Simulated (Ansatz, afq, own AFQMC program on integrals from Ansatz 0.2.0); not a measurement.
# BCl3 (singlet): quantum Monte Carlo beside coupled cluster at distance B1–Cl4 = 2.782 Å, cc-pVDZ, part 1 of 2

How near does AFQMC come to the top of the ladder for BCl3 (singlet)?

The runs use Ansatz 0.2.0, Gaussian basis, and an in-house AFQMC program (afq) on its integrals; all values are calculated; cc-pVDZ, frozen cores.

The runs, in order: CCSD(T) on RHF; PBE (unrestricted); CCSDT(Q) on RHF; r2SCAN (unrestricted); PBE0 (unrestricted); B3LYP (unrestricted); wB97M-V (unrestricted); B2PLYP (unrestricted); Phaseless AFQMC, CISD trial on RHF; UHF; CCSD(T) on UHF; CCSDT(Q) on UHF; Phaseless AFQMC, CISD trial on UHF.

**1. The geometry**

The geometry derives from a PBE0/def2-TZVP stationary point (not a proven minimum). One bond is set to the value named and the two fragments are kept rigid.

4 atoms, charge 0, spin multiplicity 1.

Atoms are counted from 1 here; the program's logs count them from 0.

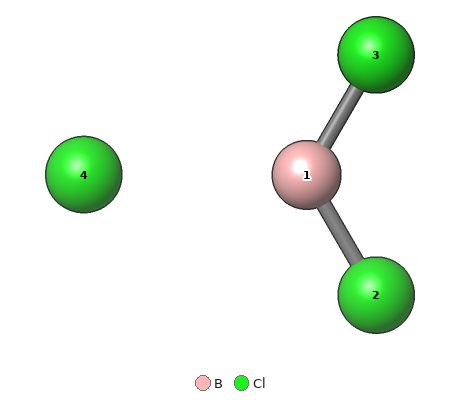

The geometry (boron pink, chlorine green); atoms are numbered from 1 in the order of the file.

**2. CCSD(T) on RHF**

in.yaml reads:

```yaml
crystal:
  periodic: [false, false, false]
  atoms:
    - {symbol: B, position_ang: [0.155975, 0.274922, -0.000491]}
    - {symbol: Cl, position_ang: [1.893279, 0.288020, -0.000591]}
    - {symbol: Cl, position_ang: [-0.724020, 1.772920, -0.003091]}
    - {symbol: Cl, position_ang: [-1.216822, -2.144775, 0.003832]}
basis:
  gaussian: {orbitals: cc-pVDZ}
magnetization: {spin_polarized: false}
correlation: {method: ccsd_t, electrons: outside_noble_gas, hamiltonian_folder: ham}
```

Run with:

```bash
$ ansatz run in.yaml --threads 1 --pin off --events-out ev --progress --plain --max-ram 16896MiB --backend cuda --devices 0, --max-vram 18GiB
```

The program printed, cut to the lines that bear on the results:

```text
Functional definition: HF
  name "HF"
  cite "Fock, Z. Phys. 61, 126 (1930) doi:10.1007/BF01340294"
  parent pbe
[...]
715 factors; integrals over basis functions are off by at most 1.0e-3 eV
[...]
mean field -38182.74655123 eV, -1403.1900545624 hartree, gradient 7.8e-6 eV, S^2 0.000000; 0 other end points of the search recorded, 0 dependent functions left out; unrestricted orbitals would lower it
16 core orbitals not correlated: weight in the atoms' cores, before any rotation towards them, 1.000 or more for the frozen orbitals, at most 0.000 for the correlated occupied ones
reference -38182.74655123 eV, -1403.1900545624 hartree; 12, 12 occupied and 40, 40 virtual orbitals, 715 factors
second order -13.38334280 eV of doubles, -0.00000000 eV of singles
cycle   1  -13.93344604 eV  change   -5.5e-1 eV  update   1.2e-1
[...]
cycle  12  -14.40639027 eV  change   -5.0e-6 eV  update   1.2e-5
perturbative correction -0.51695901 eV, -0.0189978932 hartree
Total energy: -38197.66990050 eV, -1403.7384775328 hartree
```

Run time: 2.1 s. Hardware: 1 × NVIDIA H100 80GB HBM3 with 1 thread of AMD EPYC 7R13 (Zen 3), shared host; peak host memory 1.7 GiB.

From the report: correlation -14.9233 eV; T1 0.023; largest double amplitude 0.18.

This run also writes the integrals to the folder ham.

**3. PBE (unrestricted)**

in.yaml, as its differences from that of step 2:

```diff
@@ -9,3 +9,4 @@
   gaussian: {orbitals: cc-pVDZ}
-magnetization: {spin_polarized: false}
-correlation: {method: ccsd_t, electrons: outside_noble_gas, hamiltonian_folder: ham}
+magnetization: {spin_polarized: true, initial_magnetization: 0}
+hamiltonian: {xc: {name: PBE}}
+output: {orbitals: {seedname: orbitals}}
```

Run with:

```bash
$ ansatz run in.yaml --threads 1 --pin off --events-out ev --progress --plain --max-ram 5632MiB --backend cpu
```

The program printed:

```text
Functional definition: PBE
  name "PBE"
  cite "Perdew, Burke & Ernzerhof, Phys. Rev. Lett. 77, 3865 (1996) doi:10.1103/PhysRevLett.77.3865"
  parent pbe
  parameter kappa = 0.804
  parameter beta = 0.06672455060314922
  exchange = pbe_x(kappa = kappa, mu = beta*pi^2/3)
  correlation = pbe_c(beta = beta)
715 factors; integrals over basis functions are off by at most 1.0e-3 eV
mean field evaluation 1: about -38226.5841 eV, gradient 1.5e1 eV
mean field evaluation 2: about -38149.3540 eV, gradient 7.7e1 eV
mean field evaluation 4: about -38228.3885 eV, gradient 5.4e0 eV
mean field evaluation 8: about -38228.5562 eV, gradient 1.5e-1 eV
mean field evaluation 16: about -38228.5572 eV, gradient 2.7e-5 eV
mean field evaluation 32: about -38226.1252 eV, gradient 2.6e-1 eV
mean field -38228.55721727 eV, -1404.8735654880 hartree, gradient 1.4e-5 eV, S^2 0.000000; 7 other end points of the search recorded, 0 dependent functions left out
reference -38228.55724514 eV, -1404.8735665123 hartree; 28, 28 occupied and 40, 40 virtual orbitals, 715 factors
Total energy: -38228.55724514 eV, -1404.8735665123 hartree
```

It took 4.9 s on 1 thread of AMD EPYC 7R13 (Zen 3), shared host; peak memory 1.7 GiB.

From the report: ⟨S²⟩ of the determinant 0.000 (pure singlet: 0.00).

**4. CCSDT(Q) on RHF**

in.yaml, as its differences from that of step 3:

```diff
@@ -9,4 +9,3 @@
   gaussian: {orbitals: cc-pVDZ}
-magnetization: {spin_polarized: true, initial_magnetization: 0}
-hamiltonian: {xc: {name: PBE}}
-output: {orbitals: {seedname: orbitals}}
+magnetization: {spin_polarized: false}
+correlation: {method: ccsdt_q, electrons: outside_noble_gas}
```

Run with:

```bash
$ ansatz run in.yaml --threads 1 --pin off --events-out ev --progress --plain --max-ram 16896MiB --backend cuda --devices 0, --max-vram 18GiB
```

The program printed, cut to the lines that bear on the results:

```text
Functional definition: HF
  name "HF"
  cite "Fock, Z. Phys. 61, 126 (1930) doi:10.1007/BF01340294"
  parent pbe
[...]
1320 factors; integrals over basis functions are off by at most 1.3e-7 eV
[...]
mean field -38182.74668852 eV, -1403.1900596080 hartree, gradient 7.8e-6 eV, S^2 0.000000; 0 other end points of the search recorded, 0 dependent functions left out; unrestricted orbitals would lower it
16 core orbitals not correlated: weight in the atoms' cores, before any rotation towards them, 1.000 or more for the frozen orbitals, at most 0.000 for the correlated occupied ones
reference -38182.74668852 eV, -1403.1900596080 hartree; 12, 12 occupied and 40, 40 virtual orbitals, 1320 factors
second order -13.38340100 eV of doubles, -0.00000000 eV of singles
cycle   1  -13.93349253 eV  change   -5.5e-1 eV  update   1.4e-1
[...]
cycle  18  -14.95862683 eV  change    1.7e-6 eV  update   2.8e-6
perturbative correction -0.04682347 eV, -0.0017207308 hartree
Total energy: -38197.75213883 eV, -1403.7414997355 hartree
```

It took 3.6 s on 1 × NVIDIA H100 80GB HBM3 with 1 thread of AMD EPYC 7R13 (Zen 3), shared host; peak host memory 1.7 GiB.

From the report: correlation -15.0055 eV; T1 0.025; largest double amplitude 0.23.

**5. r2SCAN (unrestricted)**

in.yaml, as its differences from that of step 4:

```diff
@@ -9,3 +9,3 @@
   gaussian: {orbitals: cc-pVDZ}
-magnetization: {spin_polarized: false}
-correlation: {method: ccsdt_q, electrons: outside_noble_gas}
+magnetization: {spin_polarized: true, initial_magnetization: 0}
+hamiltonian: {xc: {name: r2SCAN}}
```

Run with:

```bash
$ ansatz run in.yaml --threads 1 --pin off --events-out ev --progress --plain --max-ram 5632MiB --backend cpu
```

The program printed:

```text
Functional definition: r2SCAN
  name "r2SCAN"
  cite "Furness, Kaplan, Ning, Perdew & Sun, J. Phys. Chem. Lett. 11, 8208 (2020) doi:10.1021/acs.jpclett.0c02405"
  cite "Furness, Kaplan, Ning, Perdew & Sun, J. Phys. Chem. Lett. 11, 9248 (2020) doi:10.1021/acs.jpclett.0c03077"
  parent r2scan
  parameter k0 = 0.174
  parameter k1 = 0.065
  parameter a1 = 4.9479
  exchange = r2scan_x(k0 = k0, k1 = k1, a1 = a1)
  correlation = r2scan_c
715 factors; integrals over basis functions are off by at most 1.0e-3 eV
mean field evaluation 1: about -38240.0849 eV, gradient 1.4e1 eV
mean field evaluation 2: about -38166.5254 eV, gradient 7.7e1 eV
mean field evaluation 4: about -38241.9089 eV, gradient 3.9e0 eV
mean field evaluation 8: about -38241.9922 eV, gradient 2.0e-1 eV
mean field evaluation 16: about -38241.9925 eV, gradient 7.9e-5 eV
mean field -38241.99250068 eV, -1405.3673030465 hartree, gradient 6.3e-6 eV, S^2 0.000000; 2 other end points of the search recorded, 0 dependent functions left out
reference -38241.99250795 eV, -1405.3673033138 hartree; 28, 28 occupied and 40, 40 virtual orbitals, 715 factors
Total energy: -38241.99250795 eV, -1405.3673033138 hartree
```

Wall time 4.6 s (1 thread of AMD EPYC 7R13 (Zen 3), shared host); peak memory 1.7 GiB.

From the report: ⟨S²⟩ of the determinant 0.000 (pure singlet: 0.00).

**6. PBE0 (unrestricted)**

in.yaml, as its differences from that of step 5:

```diff
@@ -10,2 +10,3 @@
 magnetization: {spin_polarized: true, initial_magnetization: 0}
-hamiltonian: {xc: {name: r2SCAN}}
+hamiltonian: {xc: {name: PBE0}}
+output: {orbitals: {seedname: orbitals}}
```

Launched as before.

The program printed, cut to the lines that bear on the results:

```text
Functional definition: PBE0
  name "PBE0"
  cite "Adamo & Barone, J. Chem. Phys. 110, 6158 (1999) doi:10.1063/1.478522"
  cite "Perdew, Burke & Ernzerhof, Phys. Rev. Lett. 77, 3865 (1996) doi:10.1103/PhysRevLett.77.3865"
  parent pbe
[...]
715 factors; integrals over basis functions are off by at most 1.0e-3 eV
[...]
mean field -38231.46321684 eV, -1404.9803590025 hartree, gradient 3.6e-6 eV, S^2 0.000000; 3 other end points of the search recorded, 0 dependent functions left out
reference -38231.46323761 eV, -1404.9803597655 hartree; 28, 28 occupied and 40, 40 virtual orbitals, 715 factors
Total energy: -38231.46323761 eV, -1404.9803597655 hartree
```

Run time: 3.7 s. Hardware: 1 thread of AMD EPYC 7R13 (Zen 3), shared host; peak memory 1.7 GiB.

From the report: ⟨S²⟩ of the determinant 0.000 (pure singlet: 0.00).

**7. B3LYP (unrestricted)**

in.yaml, as its differences from that of step 6:

```diff
@@ -10,3 +10,2 @@
 magnetization: {spin_polarized: true, initial_magnetization: 0}
-hamiltonian: {xc: {name: PBE0}}
-output: {orbitals: {seedname: orbitals}}
+hamiltonian: {xc: {name: B3LYP}}
```

Same command.

The program printed, cut to the lines that bear on the results:

```text
Functional definition: B3LYP
  name "B3LYP"
  cite "Stephens, Devlin, Chabalowski & Frisch, J. Phys. Chem. 98, 11623 (1994) doi:10.1021/j100096a001"
  cite "Becke, Phys. Rev. A 38, 3098 (1988) doi:10.1103/PhysRevA.38.3098"
  cite "Lee, Yang & Parr, Phys. Rev. B 37, 785 (1988) doi:10.1103/PhysRevB.37.785"
  cite "Vosko, Wilk & Nusair, Can. J. Phys. 58, 1200 (1980) doi:10.1139/p80-159"
[...]
715 factors; integrals over basis functions are off by at most 1.0e-3 eV
[...]
mean field -38246.02954474 eV, -1405.5156616792 hartree, gradient 1.5e-5 eV, S^2 0.000000; 3 other end points of the search recorded, 0 dependent functions left out
reference -38246.02976807 eV, -1405.5156698866 hartree; 28, 28 occupied and 40, 40 virtual orbitals, 715 factors
Total energy: -38246.02976807 eV, -1405.5156698866 hartree
```

It took 3.4 s on 1 thread of AMD EPYC 7R13 (Zen 3), shared host; peak memory 1.7 GiB.

From the report: ⟨S²⟩ of the determinant 0.000 (pure singlet: 0.00).

**8. wB97M-V (unrestricted)**

in.yaml, as its differences from that of step 7:

```diff
@@ -10,2 +10,3 @@
 magnetization: {spin_polarized: true, initial_magnetization: 0}
-hamiltonian: {xc: {name: B3LYP}}
+hamiltonian: {xc: {name: wB97M-V}}
+output: {orbitals: {seedname: orbitals}}
```

Same command.

The program printed, cut to the lines that bear on the results:

```text
Functional definition: wB97M-V
  name "wB97M-V"
  cite "Mardirossian & Head-Gordon, J. Chem. Phys. 144, 214110 (2016) doi:10.1063/1.4952647"
  cite "Becke, J. Chem. Phys. 107, 8554 (1997) doi:10.1063/1.475007"
  cite "Vydrov & Van Voorhis, J. Chem. Phys. 133, 244103 (2010) doi:10.1063/1.3521275"
  # Of w^i u^j: cxij and so on, Table III.
[...]
  gx(w, u) = 1 - cx + cx01*u + cx10*w
  gss(w, u) = css00 + css04*u^4 + css10*w + css20*w^2 + css43*w^4*u^3
  gos(w, u) = cos00 + cos10*w + (cos20 + cos21*u)*w^2 + (cos60 + cos61*u)*w^6
[...]
      + integral(e_c_pw_mod_opposite_spin*gos(b97_w_opposite, b97_u_opposite)) + vv10(b, c)
715 factors; integrals over basis functions are off by at most 1.0e-3 eV
165 factors; integrals over basis functions are off by at most 3.0e-5 eV
[...]
mean field -38242.64021941 eV, -1405.3911062709 hartree, gradient 3.1e-5 eV, S^2 0.000000; 1 other end points of the search recorded, 0 dependent functions left out
reference -38242.64024992 eV, -1405.3911073918 hartree; 28, 28 occupied and 40, 40 virtual orbitals, 715 factors
Total energy: -38242.64024992 eV, -1405.3911073918 hartree
```

Wall time 11 s (1 thread of AMD EPYC 7R13 (Zen 3), shared host); peak memory 1.7 GiB.

From the report: ⟨S²⟩ of the determinant 0.000 (pure singlet: 0.00).

**9. B2PLYP (unrestricted)**

in.yaml, as its differences from that of step 8:

```diff
@@ -10,3 +10,3 @@
 magnetization: {spin_polarized: true, initial_magnetization: 0}
-hamiltonian: {xc: {name: wB97M-V}}
-output: {orbitals: {seedname: orbitals}}
+hamiltonian: {xc: {name: B2PLYP}}
+correlation: {electrons: outside_noble_gas}
```

Same command.

The program printed, cut to the lines that bear on the results:

```text
Functional definition: B2PLYP
  name "B2PLYP"
  cite "Grimme, J. Chem. Phys. 124, 034108 (2006) doi:10.1063/1.2148954"
  cite "Becke, Phys. Rev. A 38, 3098 (1988) doi:10.1103/PhysRevA.38.3098"
  cite "Lee, Yang & Parr, Phys. Rev. B 37, 785 (1988) doi:10.1103/PhysRevB.37.785"
[...]
715 factors; integrals over basis functions are off by at most 1.0e-3 eV
[...]
mean field -38227.59631347 eV, -1404.8382529245 hartree, gradient 6.4e-6 eV, S^2 0.200823; 6 other end points of the search recorded, 0 dependent functions left out
16 core orbitals not correlated: weight in the atoms' cores, before any rotation towards them, 1.000 or more for the frozen orbitals, at most 0.000 for the correlated occupied ones
reference -38227.59645533 eV, -1404.8382581378 hartree; 12, 12 occupied and 40, 40 virtual orbitals, 715 factors
second order -16.29451712 eV of doubles, -0.00000000 eV of singles
Total energy: -38231.99597495 eV, -1404.9999375018 hartree
```

Wall time 8 s (1 thread of AMD EPYC 7R13 (Zen 3), shared host); peak memory 1.7 GiB.

From the report: ⟨S²⟩ of the determinant 0.201 (pure singlet: 0.00).

**10. Phaseless AFQMC, CISD trial on RHF**

It reads the integrals that the CCSD(T) run on this determinant wrote.

Run with:

```bash
$ afq ham --method phaseless --trial cisd --walkers 4000 --populations 20 --least-time 60 --time-step 0.005 --steps-per-block 50 --equilibration-blocks 40 --max-blocks 4000 --target-error 0.00059 --factor-cut 1e-05 --seed 5047 --release-times 0.21,0.42,0.63,0.9 --release-step 0.03 --release-every 5 --taylor-order 6
```

The program printed:

```text
orbitals 52  electrons 12 12  factors 394 of 715
reference energy -1403.19005456 Eh
CCSD correlation -0.52942487 Eh in 14 cycles, weight of the determinant in the CISD state 0.7804
energy of the start -1403.719473 Eh
 block  time / (1/Eh)  mean weight  energy / Eh
     1     0.250  0.9995  -1403.699221
     2     0.500  0.9999  -1403.706977
     3     0.750  1.0000  -1403.715725
     4     1.000  1.0003  -1403.722636
     5     1.250  1.0000  -1403.727599
     6     1.500  1.0000  -1403.730029
     7     1.750  1.0002  -1403.732260
     8     2.000  0.9996  -1403.733560
     9     2.250  0.9998  -1403.734713
    10     2.500  1.0004  -1403.735825
    11     2.750  0.9998  -1403.735668
    13     3.250  1.0003  -1403.735760
    15     3.750  0.9998  -1403.736438
    17     4.250  0.9999  -1403.738126
    19     4.750  1.0001  -1403.741294
    21     5.250  1.0004  -1403.738737
    23     5.750  1.0002  -1403.739688
    25     6.250  1.0002  -1403.739907
    27     6.750  1.0000  -1403.740975
    29     7.250  1.0001  -1403.741566
    31     7.750  0.9998  -1403.740033
    33     8.250  0.9999  -1403.737843
    35     8.750  0.9999  -1403.741193
    37     9.250  1.0001  -1403.740206
    39     9.750  1.0002  -1403.743558
    41    10.250  0.9999  -1403.740377
    43    10.750  0.9999  -1403.739896
    45    11.250  1.0000  -1403.740708
    47    11.750  0.9998  -1403.742950
    49    12.250  1.0003  -1403.738361
    51    12.750  0.9999  -1403.741010
    53    13.250  0.9997  -1403.740988
    55    13.750  0.9996  -1403.744206
    57    14.250  1.0000  -1403.742832
    59    14.750  0.9999  -1403.741389
    61    15.250  1.0002  -1403.741173
    63    15.750  0.9998  -1403.742719
    65    16.250  1.0001  -1403.739996
    67    16.750  1.0003  -1403.742528
    69    17.250  1.0006  -1403.740763
    71    17.750  0.9991  -1403.738705
    73    18.250  1.0004  -1403.741122
    75    18.750  0.9998  -1403.740460
    77    19.250  0.9999  -1403.737743
    79    19.750  0.9996  -1403.740310
    81    20.250  1.0002  -1403.741038
    83    20.750  0.9998  -1403.739461
    85    21.250  1.0001  -1403.740465
    87    21.750  1.0002  -1403.742265
    89    22.250  0.9998  -1403.740178
error from the spread of 20 populations
released: time / (1/Eh)  energy / Eh  error  mean overlap
  0.21  -1403.740987  0.000385  0.9970
  0.42  -1403.741332  0.000375  0.9910
  0.63  -1403.741227  0.000448  0.9895
  0.90  -1403.741337  0.000519  0.9857
energy -1403.740779 +/- 0.000535 Eh
```

Run time: 40 s. Hardware: 1 × NVIDIA H100 80GB HBM3 with 2 threads of AMD EPYC 7R13 (Zen 3), shared host; peak host memory 1.7 GiB.

Energy -38197.7325 ± 0.0146 eV. Caveats: constraint bias not in the error.

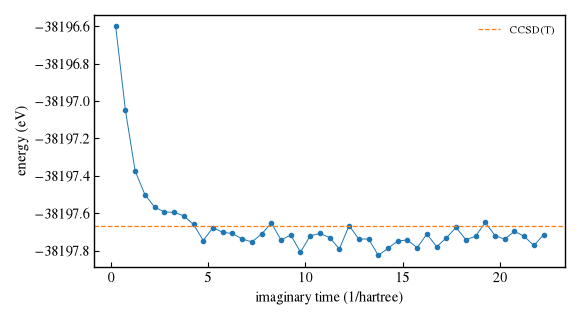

Block energies along the walk.

**11. UHF**

in.yaml, as its differences from that of step 9:

```diff
@@ -10,3 +10,3 @@
 magnetization: {spin_polarized: true, initial_magnetization: 0}
-hamiltonian: {xc: {name: B2PLYP}}
-correlation: {electrons: outside_noble_gas}
+hamiltonian: {xc: hf}
+output: {orbitals: {seedname: orbitals}}
```

Run with:

```bash
$ ansatz run in.yaml --threads 1 --pin off --events-out ev --progress --plain --max-ram 16896MiB --backend cuda --devices 0, --max-vram 18GiB
```

The program printed:

```text
Functional definition: HF
  name "HF"
  cite "Fock, Z. Phys. 61, 126 (1930) doi:10.1007/BF01340294"
  parent pbe
  exchange = exact_x
  correlation = 0
715 factors; integrals over basis functions are off by at most 1.0e-3 eV
mean field evaluation 1: about -38179.4864 eV, gradient 1.9e1 eV
mean field evaluation 2: about -38179.5344 eV, gradient 2.0e1 eV
mean field evaluation 4: about -38182.6839 eV, gradient 1.8e0 eV
mean field evaluation 8: about -38182.7459 eV, gradient 1.9e-1 eV
mean field evaluation 16: about -38182.9925 eV, gradient 2.2e0 eV
mean field evaluation 32: about -38182.6322 eV, gradient 1.2e0 eV
mean field evaluation 64: about -38182.6951 eV, gradient 1.2e0 eV
mean field evaluation 96: about -38180.6832 eV, gradient 9.5e0 eV
mean field evaluation 128: about -38182.0455 eV, gradient 4.4e-2 eV
mean field -38183.10663175 eV, -1403.2032872774 hartree, gradient 2.0e-5 eV, S^2 0.622184; 3 other end points of the search recorded, 0 dependent functions left out
reference -38183.10663175 eV, -1403.2032872774 hartree; 28, 28 occupied and 40, 40 virtual orbitals, 715 factors
Total energy: -38183.10663175 eV, -1403.2032872774 hartree
```

Run time: 2.1 s. Hardware: 1 × NVIDIA H100 80GB HBM3 with 1 thread of AMD EPYC 7R13 (Zen 3), shared host; peak host memory 1.7 GiB.

From the report: ⟨S²⟩ of the determinant 0.622 (pure singlet: 0.00). The determinant is far from a pure spin state, so its energy mixes those of several spin states (harmless only where they are near-degenerate, as at dissociation).

**12. CCSD(T) on UHF**

in.yaml, as its differences from that of step 11:

```diff
@@ -10,3 +10,2 @@
 magnetization: {spin_polarized: true, initial_magnetization: 0}
-hamiltonian: {xc: hf}
-output: {orbitals: {seedname: orbitals}}
+correlation: {method: ccsd_t, electrons: outside_noble_gas, hamiltonian_folder: ham}
```

Launched as before.

The program printed, cut to the lines that bear on the results:

```text
Functional definition: HF
  name "HF"
  cite "Fock, Z. Phys. 61, 126 (1930) doi:10.1007/BF01340294"
  parent pbe
[...]
715 factors; integrals over basis functions are off by at most 1.0e-3 eV
[...]
mean field -38183.10663175 eV, -1403.2032872774 hartree, gradient 2.9e-6 eV, S^2 0.622183; 18 other end points of the search recorded, 0 dependent functions left out
determinant -38183.10663175 eV, -1403.2032872774 hartree, with singles and doubles -38197.05638093 eV, -1403.7159311045 hartree
determinant -38182.06966225 eV, -1403.1651793512 hartree, with singles and doubles -38195.32653918 eV, -1403.6523605927 hartree
determinant -38182.04554544 eV, -1403.1642930749 hartree, with singles and doubles -38195.30815151 eV, -1403.6516848581 hartree
determinant -38179.92967509 eV, -1403.0865362737 hartree, with singles and doubles -38193.33090695 eV, -1403.5790224608 hartree
determinant -38182.74655123 eV, -1403.1900545624 hartree, with singles and doubles -38197.15085928 eV, -1403.7194031197 hartree
16 core orbitals not correlated: weight in the atoms' cores, before any rotation towards them, 1.000 or more for the frozen orbitals, at most 0.000 for the correlated occupied ones
reference -38183.10663175 eV, -1403.2032872774 hartree; 12, 12 occupied and 40, 40 virtual orbitals, 715 factors
second order -12.48549894 eV of doubles, -0.00000000 eV of singles
cycle   1  -13.95861592 eV  change   -8.9e-3 eV  update   8.3e-3
[...]
cycle  11  -14.00630101 eV  change   -1.1e-5 eV  update   9.8e-6
perturbative correction -0.46982274 eV, -0.0172656674 hartree
Total energy: -38197.58275550 eV, -1403.7352750132 hartree
```

Wall time 8 s (1 × NVIDIA H100 80GB HBM3 with 1 thread of AMD EPYC 7R13 (Zen 3), shared host); peak host memory 1.7 GiB.

From the report: ⟨S²⟩ of the determinant 0.622 (pure singlet: 0.00); correlation -14.4761 eV; T1 0.054; largest double amplitude 0.16. The determinant is far from a pure spin state, so its energy mixes those of several spin states (harmless only where they are near-degenerate, as at dissociation).

This run also writes the integrals to the folder ham.

(Continued in part 2 of 2.)
